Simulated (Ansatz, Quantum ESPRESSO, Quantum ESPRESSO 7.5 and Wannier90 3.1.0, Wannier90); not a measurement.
# straight Cu chain, spacing 2.14 Å: Wannier functions and conductance

Aim: a Wannier model and the conductance steps that follow from it, for this wire: straight Cu chain, spacing 2.14 Å.

Main program and level: Quantum ESPRESSO 7.5 and Wannier90 3.1.0; plane-wave DFT, PBE, GBRV ultrasoft pseudopotentials (cross-check by Ansatz 0.2.0 with PAW datasets).

### 1. The starting structure

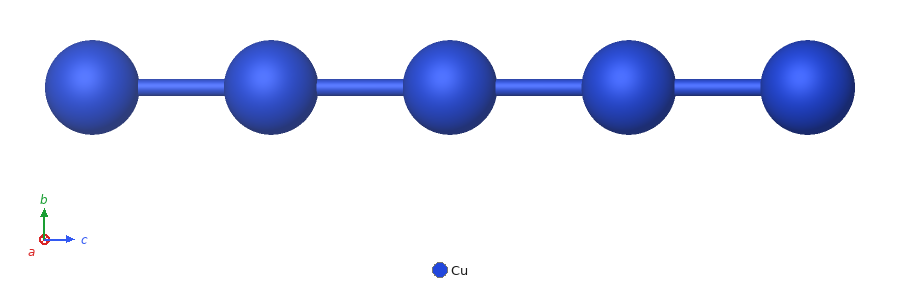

Start, viewed from the side, with the c axis across the page; copper blue. 1×1×4 cells are drawn. Some periodic images of atoms are drawn too.

The cell holds 1 atom: 1 Cu. Cell: a = 8.000 Å, b = 8.000 Å, c = 2.139 Å, α = 90.0°, β = 90.0°, γ = 90.0°. Vacuum lies along a and b. The structure's axis is c.

### 2. Ground state

scf.in reads:

```
&control
  prefix = 'scf'
  outdir = './out'
  pseudo_dir = './pseudo'
  calculation = 'scf'
  tprnfor = .true.
/
&system
  ibrav = 0
  nat = 1
  ntyp = 1
  ecutwfc = 34
  ecutrho = 170
  occupations = 'smearing'
  smearing = 'mv'
  degauss = 0.005
/
&electrons
  conv_thr = 1e-07
  mixing_beta = 0.4
  electron_maxstep = 120
  mixing_mode = 'local-TF'
/
ATOMIC_SPECIES
  Cu  63.5460  cu_pbe_v1.2.uspp.F.UPF
CELL_PARAMETERS angstrom
  8.00000000000000 0.00000000000000 0.00000000000000
  0.00000000000000 8.00000000000000 0.00000000000000
  0.00000000000000 0.00000000000000 2.13900000000000
ATOMIC_POSITIONS crystal
  Cu  0.000000000000 0.000000000000 0.000000000000
K_POINTS automatic
  1 1 32 0 0 0
```

The run is started by

```
$ OMP_NUM_THREADS=1 mpirun -n 2 pw.x -nk 2 -in scf.in > scf.out
```

The program printed:

```text
Program PWSCF v.7.5 starts
[citation notice left out]

     Parallel version (MPI & OpenMP), running on       2 processor cores
     Number of MPI processes:                 2
     Threads/MPI process:                     1

     MPI processes distributed on     1 nodes
[...]
Current dimensions of program PWSCF are:
     Max number of different atomic species (ntypx) = 10
     Max number of k-points (npk) =  40000
     Max angular momentum in pseudopotentials (lmaxx) =  4
     Message from routine setup:
     using ibrav=0 with symmetry is DISCOURAGED, use correct ibrav instead

     K-points division:     npool     =       2
     Subspace diagonalization in iterative solution of the eigenvalue problem:
     a serial algorithm will be used

     G-vector sticks info
     --------------------
     sticks:   dense  smooth     PW     G-vecs:    dense   smooth      PW
     Sum        3093    2469    793                34685    24803    4497

     Using Slab Decomposition

     bravais-lattice index     =            0
     lattice parameter (alat)  =      15.1178  a.u.
     unit-cell volume          =     923.8200 (a.u.)^3
     number of atoms/cell      =            1
     number of atomic types    =            1
     number of electrons       =        19.00
     number of Kohn-Sham states=           14
     kinetic-energy cutoff     =      34.0000  Ry
     charge density cutoff     =     170.0000  Ry
     scf convergence threshold =      1.0E-07
     mixing beta               =       0.4000
     number of iterations used =            8  local-TF  mixing
     Exchange-correlation= SLA  PW   PBE  PBE
                           (   1   4   3   4   0   0   0)

     celldm(1)=  15.117809  celldm(2)=   0.000000  celldm(3)=   0.000000
     celldm(4)=   0.000000  celldm(5)=   0.000000  celldm(6)=   0.000000

     crystal axes: (cart. coord. in units of alat)
               a(1) = (   1.000000   0.000000   0.000000 )
               a(2) = (   0.000000   1.000000   0.000000 )
               a(3) = (   0.000000   0.000000   0.267375 )

     reciprocal axes: (cart. coord. in units 2 pi/alat)
               b(1) = (  1.000000  0.000000  0.000000 )
               b(2) = (  0.000000  1.000000  0.000000 )
               b(3) = (  0.000000  0.000000  3.740065 )

     PseudoPot. # 1 for Cu read from file:
     ./pseudo/cu_pbe_v1.2.uspp.F.UPF
     Pseudo is Ultrasoft + core correction, Zval = 19.0
     Generated by new atomic code, or converted to UPF format
     Using radial grid of  867 points,  6 beta functions with:
                l(1) =   0
                l(2) =   0
                l(3) =   1
                l(4) =   1
                l(5) =   2
                l(6) =   2
     Q(r) pseudized with  8 coefficients,  rinner =    1.150   1.150   1.150
                                                       1.150   1.150

     atomic species   valence    mass     pseudopotential
     Cu               19.00    63.54600     Cu( 1.00)

     16 Sym. Ops., with inversion, found

   Cartesian axes

     site n.     atom                  positions (alat units)
         1        Cu     tau(   1) = (   0.0000000   0.0000000   0.0000000  )

     number of k points=    17  Marzari-Vanderbilt smearing, width (Ry)=  0.0050
                       cart. coord. in units 2pi/alat
        k(    1) = (   0.0000000   0.0000000   0.0000000), wk =   0.0625000
        k(    2) = (   0.0000000   0.0000000   0.1168770), wk =   0.1250000
        k(    3) = (   0.0000000   0.0000000   0.2337541), wk =   0.1250000
        k(    4) = (   0.0000000   0.0000000   0.3506311), wk =   0.1250000
        k(    5) = (   0.0000000   0.0000000   0.4675082), wk =   0.1250000
        k(    6) = (   0.0000000   0.0000000   0.5843852), wk =   0.1250000
        k(    7) = (   0.0000000   0.0000000   0.7012623), wk =   0.1250000
        k(    8) = (   0.0000000   0.0000000   0.8181393), wk =   0.1250000
        k(    9) = (   0.0000000   0.0000000   0.9350164), wk =   0.1250000
        k(   10) = (   0.0000000   0.0000000   1.0518934), wk =   0.1250000
[...]
k(   17) = (   0.0000000   0.0000000  -1.8700327), wk =   0.0625000

     Dense  grid:    34685 G-vectors     FFT dimensions: (  64,  64,  18)

     Smooth grid:    24803 G-vectors     FFT dimensions: (  60,  60,  15)

     Estimated max dynamical RAM per process >      77.67 MB

     Estimated total dynamical RAM >     146.86 MB

     Initial potential from superposition of free atoms

     starting charge      18.0000, renormalised to      19.0000

     negative rho (up, down):  2.396E-03 0.000E+00
     Starting wfcs are   13 randomized atomic wfcs +    1 random wfcs

     total cpu time spent up to now is        0.8 secs

     per-process dynamical memory:    27.3 Mb

     Self-consistent Calculation

     iteration #  1     ecut=    34.00 Ry     beta= 0.40
     Davidson diagonalization with overlap
     ethr =  1.00E-02,  avg # of iterations =  6.8

     negative rho (up, down):  1.165E-02 0.000E+00

     total cpu time spent up to now is        2.5 secs

     total energy              =    -399.86595225 Ry
     estimated scf accuracy    <      22.32300248 Ry

     iteration #  2     ecut=    34.00 Ry     beta= 0.40
[...]
negative rho (up, down):  1.577E-03 0.000E+00

[...]
total energy              =    -403.65175877 Ry
     estimated scf accuracy    <       1.25487134 Ry

     iteration #  3     ecut=    34.00 Ry     beta= 0.40
[...]
negative rho (up, down):  6.968E-05 0.000E+00

[...]
total energy              =    -403.60570957 Ry
     estimated scf accuracy    <       0.43882665 Ry

     iteration #  4     ecut=    34.00 Ry     beta= 0.40
[...]
negative rho (up, down):  1.299E-05 0.000E+00

[...]
total energy              =    -403.62392670 Ry
     estimated scf accuracy    <       0.10986093 Ry

     iteration #  5     ecut=    34.00 Ry     beta= 0.40
[...]
negative rho (up, down):  1.856E-06 0.000E+00

[...]
total energy              =    -403.61297615 Ry
     estimated scf accuracy    <       0.07636296 Ry

     iteration #  6     ecut=    34.00 Ry     beta= 0.40
[...]
negative rho (up, down):  1.639E-06 0.000E+00

[...]
total energy              =    -403.61834781 Ry
     estimated scf accuracy    <       0.00820355 Ry

     iteration #  7     ecut=    34.00 Ry     beta= 0.40
[...]
Minimization algorithm failed to find Fermi energy: reverting to bisection
     Possible cause: smearing is larger than the electronic band-gap.

     negative rho (up, down):  1.235E-06 0.000E+00

[...]
total energy              =    -403.61937104 Ry
     estimated scf accuracy    <       0.00721281 Ry

     iteration #  8     ecut=    34.00 Ry     beta= 0.40
[...]
Minimization algorithm failed to find Fermi energy: reverting to bisection
     Possible cause: smearing is larger than the electronic band-gap.

     negative rho (up, down):  9.704E-08 0.000E+00

[...]
total energy              =    -403.61941224 Ry
     estimated scf accuracy    <       0.00843956 Ry

     iteration #  9     ecut=    34.00 Ry     beta= 0.40
[...]
Minimization algorithm failed to find Fermi energy: reverting to bisection
     Possible cause: smearing is larger than the electronic band-gap.

     negative rho (up, down):  4.325E-07 0.000E+00

[...]
total energy              =    -403.61791983 Ry
     estimated scf accuracy    <       0.00855875 Ry

     iteration # 10     ecut=    34.00 Ry     beta= 0.40
[...]
negative rho (up, down):  5.907E-06 0.000E+00

[...]
total energy              =    -403.61846363 Ry
     estimated scf accuracy    <       0.00210077 Ry

     iteration # 11     ecut=    34.00 Ry     beta= 0.40
[...]
negative rho (up, down):  3.224E-06 0.000E+00

[...]
total energy              =    -403.61800957 Ry
     estimated scf accuracy    <       0.00141528 Ry

     iteration # 12     ecut=    34.00 Ry     beta= 0.40
[...]
negative rho (up, down):  7.233E-05 0.000E+00

[...]
total energy              =    -403.61837960 Ry
     estimated scf accuracy    <       0.00180466 Ry

     iteration # 13     ecut=    34.00 Ry     beta= 0.40
[...]
negative rho (up, down):  3.038E-05 0.000E+00

[...]
total energy              =    -403.61825550 Ry
     estimated scf accuracy    <       0.00063040 Ry

     iteration # 14     ecut=    34.00 Ry     beta= 0.40
[...]
negative rho (up, down):  4.452E-05 0.000E+00

[...]
total energy              =    -403.61841089 Ry
     estimated scf accuracy    <       0.00032100 Ry

[...]
iteration # 19     ecut=    34.00 Ry     beta= 0.40
[...]
negative rho (up, down):  4.051E-04 0.000E+00

[...]
total energy              =    -403.61808420 Ry
     estimated scf accuracy    <       0.00117669 Ry

     iteration # 20     ecut=    34.00 Ry     beta= 0.40
[...]
negative rho (up, down):  2.258E-04 0.000E+00

[...]
total energy              =    -403.61827805 Ry
     estimated scf accuracy    <       0.00011403 Ry

     iteration # 21     ecut=    34.00 Ry     beta= 0.40
[...]
negative rho (up, down):  3.997E-05 0.000E+00

[...]
total energy              =    -403.61829438 Ry
     estimated scf accuracy    <       0.00004220 Ry

     iteration # 22     ecut=    34.00 Ry     beta= 0.40
[...]
negative rho (up, down):  1.337E-05 0.000E+00

[...]
total energy              =    -403.61830944 Ry
     estimated scf accuracy    <       0.00003181 Ry

     iteration # 23     ecut=    34.00 Ry     beta= 0.40
[...]
negative rho (up, down):  2.823E-06 0.000E+00

[...]
total energy              =    -403.61830831 Ry
     estimated scf accuracy    <       0.00000627 Ry

     iteration # 24     ecut=    34.00 Ry     beta= 0.40
[...]
negative rho (up, down):  1.276E-06 0.000E+00

[...]
total energy              =    -403.61831034 Ry
     estimated scf accuracy    <       0.00000196 Ry

     iteration # 25     ecut=    34.00 Ry     beta= 0.40
[...]
negative rho (up, down):  9.502E-07 0.000E+00

[...]
total energy              =    -403.61831015 Ry
     estimated scf accuracy    <       0.00000086 Ry

     iteration # 26     ecut=    34.00 Ry     beta= 0.40
[...]
negative rho (up, down):  9.505E-07 0.000E+00

[...]
End of self-consistent calculation

          k = 0.0000 0.0000 0.0000 (  3083 PWs)   bands (ev):

  -114.2541 -71.6644 -71.5683 -71.5683  -7.4004  -4.8145  -4.5388  -4.5383
    -3.3855  -3.3855  -0.5842  -0.5842   1.2453   2.4623

          k = 0.0000 0.0000 0.1169 (  3095 PWs)   bands (ev):

  -114.2536 -71.6683 -71.5679 -71.5679  -7.3601  -4.7973  -4.5337  -4.5333
    -3.4252  -3.4252  -0.5304  -0.5304   1.2763   2.4936

          k = 0.0000 0.0000 0.2338 (  3099 PWs)   bands (ev):

  -114.2521 -71.6796 -71.5668 -71.5668  -7.2385  -4.7449  -4.5184  -4.5179
    -3.5344  -3.5344  -0.3755  -0.3755   1.3692   2.5876

          k = 0.0000 0.0000 0.3506 (  3095 PWs)   bands (ev):

  -114.2497 -71.6977 -71.5650 -71.5650  -7.0372  -4.6578  -4.4947  -4.4937
    -3.6952  -3.6952  -0.1343  -0.1343   1.5242   2.7443

          k = 0.0000 0.0000 0.4675 (  3091 PWs)   bands (ev):

  -114.2465 -71.7223 -71.5625 -71.5625  -6.7610  -4.5365  -4.4608  -4.4596
    -3.8910  -3.8910   0.1785   0.1785   1.7414   2.9638

          k = 0.0000 0.0000 0.5844 (  3107 PWs)   bands (ev):

  -114.2427 -71.7522 -71.5596 -71.5596  -6.4156  -4.4210  -4.4198  -4.3803
    -4.1063  -4.1063   0.5527   0.5527   2.0208   3.2464

[...]
the Fermi energy is    -3.3747 ev

!    total energy              =    -403.61831035 Ry
     estimated scf accuracy    <          2.1E-09 Ry
     smearing contrib. (-TS)   =       0.00014023 Ry
     internal energy E=F+TS    =    -403.61845058 Ry

     The total energy is F=E-TS. E is the sum of the following terms:
     one-electron contribution =    -689.50615113 Ry
     hartree contribution      =     343.81433426 Ry
     xc contribution           =     -38.74986505 Ry
     ewald contribution        =     -19.17676866 Ry

     convergence has been achieved in  26 iterations

     negative rho (up, down):  9.505E-07 0.000E+00

     Forces acting on atoms (cartesian axes, Ry/au):

     atom    1 type  1   force =     0.00000000    0.00000000    0.00000000

     Total force =     0.000000     Total SCF correction =     0.000000

[...]
=------------------------------------------------------------------------------=
   JOB DONE.
=------------------------------------------------------------------------------=
```

The job ended after 34 s (2 MPI ranks of Arm Neoverse N1, shared host; peak memory 0.15 GiB; 68 s of CPU time).

Read from the output:

* free energy: -5491.5069 eV
* Fermi energy: -3.375 eV

The program's own clock; routines nest. Time by routine:

```tsv
routine	wall time (s)	calls
PWSCF	33.39	1
electrons	32.42	1
c_bands	17.31	26
cegterg	16.29	234
h_psi	13.06	944
fftw	12.75	20768
vloc_psi	12.1	944
sum_band	5.67	26
mix_rho	5.64	26
newd	2.83	27
ffts	2.44	3044
v_of_rho	1.02	27
init_run	0.64	1
calbec	0.62	1214
```

The run needed 26 iterations to bring the estimated error under 1e-07 Ry.

### 3. Full uniform mesh without symmetry

Wannier90 needs the states on a whole uniform mesh, listed point by point, without symmetry.

nscf.in reads:

```
&control
  prefix = 'nscf'
  outdir = './out'
  pseudo_dir = './pseudo'
  calculation = 'nscf'
/
&system
  ibrav = 0
  nat = 1
  ntyp = 1
  ecutwfc = 34
  ecutrho = 170
  occupations = 'smearing'
  smearing = 'mv'
  degauss = 0.005
  nosym = .true.
  noinv = .true.
  nbnd = 21
/
&electrons
  conv_thr = 1e-09
  mixing_beta = 0.4
  electron_maxstep = 120
  mixing_mode = 'local-TF'
  diago_full_acc = .true.
/
ATOMIC_SPECIES
  Cu  63.5460  cu_pbe_v1.2.uspp.F.UPF
CELL_PARAMETERS angstrom
  8.00000000000000 0.00000000000000 0.00000000000000
  0.00000000000000 8.00000000000000 0.00000000000000
  0.00000000000000 0.00000000000000 2.13900000000000
ATOMIC_POSITIONS crystal
  Cu  0.000000000000 0.000000000000 0.000000000000
K_POINTS crystal
16
  0.0000000000 0.0000000000 0.0000000000 0.0625
  0.0000000000 0.0000000000 0.0625000000 0.0625
  0.0000000000 0.0000000000 0.1250000000 0.0625
  0.0000000000 0.0000000000 0.1875000000 0.0625
  0.0000000000 0.0000000000 0.2500000000 0.0625
  0.0000000000 0.0000000000 0.3125000000 0.0625
  0.0000000000 0.0000000000 0.3750000000 0.0625
  0.0000000000 0.0000000000 0.4375000000 0.0625
  0.0000000000 0.0000000000 0.5000000000 0.0625
  0.0000000000 0.0000000000 0.5625000000 0.0625
  0.0000000000 0.0000000000 0.6250000000 0.0625
  0.0000000000 0.0000000000 0.6875000000 0.0625
  0.0000000000 0.0000000000 0.7500000000 0.0625
  0.0000000000 0.0000000000 0.8125000000 0.0625
  0.0000000000 0.0000000000 0.8750000000 0.0625
  0.0000000000 0.0000000000 0.9375000000 0.0625
```

The run is started by

```
$ cp -r out/scf.save out/nscf.save
$ cp out/scf.xml out/nscf.xml
$ OMP_NUM_THREADS=1 mpirun -n 2 pw.x -nk 1 -in nscf.in > nscf.out
```

The program printed:

```text
[banner, memory and clock lines left out]
Program PWSCF v.7.5 starts
[citation notice left out]

[...]
bravais-lattice index     =            0
     lattice parameter (alat)  =      15.1178  a.u.
     unit-cell volume          =     923.8200 (a.u.)^3
     number of atoms/cell      =            1
     number of atomic types    =            1
     number of electrons       =        19.00
     number of Kohn-Sham states=           21
     kinetic-energy cutoff     =      34.0000  Ry
     charge density cutoff     =     170.0000  Ry
     Exchange-correlation= SLA  PW   PBE  PBE
                           (   1   4   3   4   0   0   0)

[...]
PseudoPot. # 1 for Cu read from file:
     ./pseudo/cu_pbe_v1.2.uspp.F.UPF
     Pseudo is Ultrasoft + core correction, Zval = 19.0
     Generated by new atomic code, or converted to UPF format
     Using radial grid of  867 points,  6 beta functions with:
                l(1) =   0
                l(2) =   0
                l(3) =   1
                l(4) =   1
                l(5) =   2
                l(6) =   2
     Q(r) pseudized with  8 coefficients,  rinner =    1.150   1.150   1.150
                                                       1.150   1.150

     atomic species   valence    mass     pseudopotential
     Cu               19.00    63.54600     Cu( 1.00)

     No symmetry found

[...]
number of k points=    16  Marzari-Vanderbilt smearing, width (Ry)=  0.0050
[...]
Dense  grid:    34685 G-vectors     FFT dimensions: (  64,  64,  18)

     Smooth grid:    24803 G-vectors     FFT dimensions: (  60,  60,  15)

     The potential is recalculated from file :
     ./out/nscf.save/charge-density

     negative rho (up, down):  9.505E-07 0.000E+00
     Starting wfcs are   13 randomized atomic wfcs +    8 random wfcs

     Band Structure Calculation
     Davidson diagonalization with overlap

     ethr =  5.26E-12,  avg # of iterations = 53.8

     End of band structure calculation

          k = 0.0000 0.0000 0.0000 (  3083 PWs)   bands (ev):

  -114.2532 -71.6637 -71.5674 -71.5674  -7.4001  -4.8142  -4.5381  -4.5376
    -3.3848  -3.3848  -0.5842  -0.5842   1.2455   2.4622   4.0611   4.0611
     4.1557   4.6102   7.2530   7.2530   8.3063

          k = 0.0000 0.0000 0.2338 (  3099 PWs)   bands (ev):

  -114.2513 -71.6789 -71.5659 -71.5659  -7.2381  -4.7446  -4.5177  -4.5172
    -3.5338  -3.5338  -0.3754  -0.3754   1.3694   2.5875   4.1974   4.1974
     4.2777   4.7352   7.3975   7.3975   8.4237

[...]
the Fermi energy is    -3.3818 ev
     (compare with:    -3.3747 eV, computed in scf)

[...]
```

Run time: 13 s. Hardware: 2 MPI ranks; peak memory 0.1 GiB; 26 s of CPU time.

Read from the output:

- Fermi energy: -3.382 eV

The program's own clock; routines nest. Time by routine:

```tsv
routine	wall time (s)	calls
PWSCF	12.55	1
electrons	12.13	1
c_bands	12.13	1
cegterg	11.71	50
h_psi	8.66	926
vloc_psi	8.16	926
fftw	7.45	17226
cdiaghg	0.53	876
init_run	0.26	1
h_psi:calbec	0.25	926
calbec	0.25	926
s_psi	0.21	926
add_vuspsi	0.21	926
hinit0	0.11	1
```

(Part 1 of 5 ends here.)

[Logs are printed without paths, hosts, clocks, repeated set-up lines and the standing remarks that a program may print on its own settings, such as how far it seeks lower states.]

[Hosts, paths, dates, database ids (printed as entryN), source tags and the programs' standing remarks are cut or masked in the printed files.]

[Maps of the electrostatic potential energy from Ansatz leave out the sawtooth potential of an applied field or a dipole correction, so their vacuum need not be flat; planar profiles and work functions include it.]
